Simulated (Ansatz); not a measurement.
## Fields on a plane of Mo3Te4 (space group R-3)

```xyz
14
Lattice="5.0531 2.9174 3.9090 -5.0531 2.9174 3.9090 0.0000 -5.8348 3.9090" Properties=species:S:1:pos:R:3 pbc="T T T"
Te     0.0000     0.0000     3.3921
Te     0.0000     0.0000     8.3349
Te     1.3220     2.9220     6.8181
Te    -1.3220    -2.9220     4.9089
Te    -3.1915    -0.3161     6.8181
Te     3.1915     0.3161     4.9089
Te     1.8695    -2.6058     6.8181
Te    -1.8695     2.6058     4.9089
Mo     3.5184     3.0666     5.0530
Mo    -3.5184    -3.0666     6.6741
Mo    -4.4150     1.5138     5.0530
Mo     4.4150    -1.5138     6.6741
Mo     0.8965    -4.5804     5.0530
Mo    -0.8965     4.5804     6.6741
```

The slice is a (-1 0 1 2) plane (indices of the conventional cell) through the point (0.752, 0.121, 0.383) (fractional), spanned by u = [100] and v = [0 1 -1] in vectors of this cell: u (7.02 Å) and v (10.11 Å, at 90° to u). It covers one period; positions are fractions (u, v).

Atoms on it: Te at (0.50, 0.76); Te at (0.00, 0.00). Other atoms lie within 1 Å of the plane.

All values below come from PBEsol (plane waves to 420 eV, PAW, scalar-relativistic; Ansatz, a first-principles code). k mesh 6×6×6. Inside the PAW spheres the values are not all-electron values, and peaks at nuclei hang on which shells count as valence. At this level the bands of Mo3Te4 touch or barely overlap. Mo3Te4 is run without spin polarisation. Mo3Te4 was relaxed with its symmetry unable to fall. Spin-orbit coupling is left out, though Te is heavy.

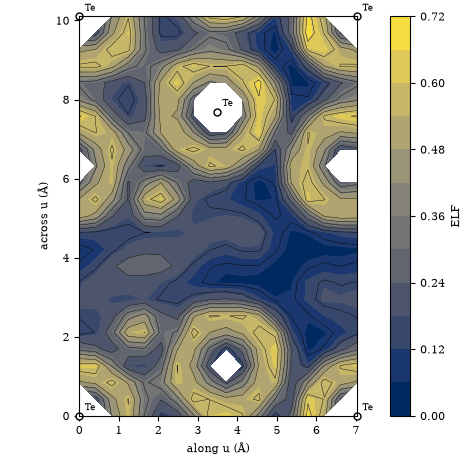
*Electron localisation function (ELF), one period of the plane, atoms marked. Points within 0.5 Å of a nucleus are left white, as the pseudised field means little there.*

```
|8877443322222222222211000011334477|
|5544333322222222222211000000223344|
|3333222222222233333333110000002233|
|2222222222223344666644331100001111|
|2222222222334477999966442200001122|
|3333222222334477999977442211112233|
|4444332222334455777755332211334455|
|7755333322223344444433221122445577|
|8855443333333333332222111122446688|
|6644443355554433221100000022335577|
|4433334455665533221100000011223344|
|2222223344554433221100000000112222|
|1111112233333322221111000000000011|
|0000111122222211111100000000000000|
|0011112222221111000000000000000000|
|1122222222221111000000000000000011|
|1122333333332211111111000000000011|
|1122445555443322333333221100000011|
|1122445555443344445544332200000000|
|2222334444333344668877443311000011|
|3333333333333344779988553311112233|
|5544443322223344667766442211223344|
|8877443322222233444444332211334477|
|9988553322222222333322111111335588|
```
Scale: ten equal steps from -1.46 (start of '0') to 1.24 (end of '9'), in the order '0123456789'. Values: log₁₀ of the valence density in e/Å³. The map has 17 points along u (two characters each, u = 0 at the left) and 24 along v (v = 0 in the bottom row). The scale is logarithmic, as a density can span decades between atoms and voids.
